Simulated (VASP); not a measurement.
Data:

```
Eu3InO
1.0
    4.87694     0.00000     0.00000
    0.00000     4.87694     0.00000
    0.00000     0.00000     4.87694
Eu In O
3 1 1
Direct
  0.00000   0.50000   0.50000
  0.50000   0.00000   0.50000
  0.50000   0.50000   0.00000
  0.00000   0.00000   0.00000
  0.50000   0.50000   0.50000
```

All values below come from PBEsol GGA, VASP's PBE PAW potentials (set 64) (plane waves; VASP 6.6.1). Numerical set-up: 520 eV cut-off, 7×7×7 Γ-centred mesh, tetrahedra with Blöchl corrections, potentials Eu_2 In_d O.

The 4f electrons are frozen in the core of the lanthanide potential, so 4f levels, which can set the real gap, and their magnetism are missing.  Unless said otherwise, spin-orbit coupling is left out, though it shifts the bands of the heavy elements here.

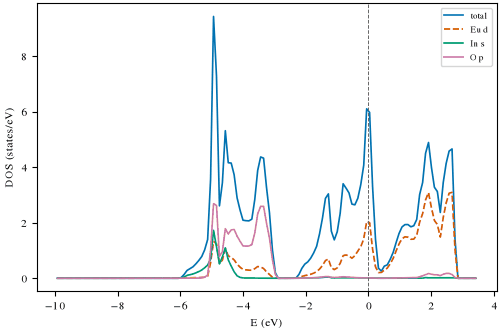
Total and projected density of states, zero at the Fermi level

Within 2 eV below the Fermi level the largest weight inside VASP's projection spheres is Eu d, then Eu p.

It has no gap at this level: it comes out as a metal or semimetal.

The structure comes from a computed database's Eu3InO entry (Pm-3m); how it stands against other phases isn't given here. It was relaxed first, which changed the volume by -10 %. The electron count is odd and the run is not spin-polarised, which forces a metal.
